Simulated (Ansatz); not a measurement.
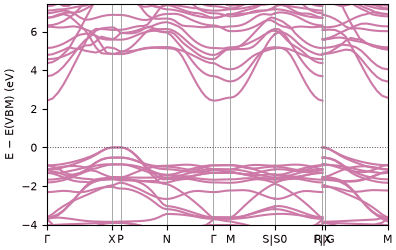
*Band structure from plane-wave PAW r²SCAN (Ansatz code)*

**Question.** Read off the gap and where the band edges lie.

**Answer.** About 2.4 eV (2.42 eV by a search for the band edges); maximum on the X–P line, 6 % of the way from X, minimum at Γ.

The material is Ba3In2O5F2 in space group I4/mmm (No. 139; Pearson symbol tI24).

The workflow started from a Materials Project entry (that database holds measured and hypothetical structures alike); the Crystallography Open Database copy checked does not list it. Whether it is the stable phase at ambient conditions was not checked. Symmetry was held in the r²SCAN relaxation; whether a distortion lowers the energy is not shown. Scalar-relativistic: spin–orbit coupling is off unless named, which matters more the heavier the elements.

Potentials: the later of the program's two PAW sets.
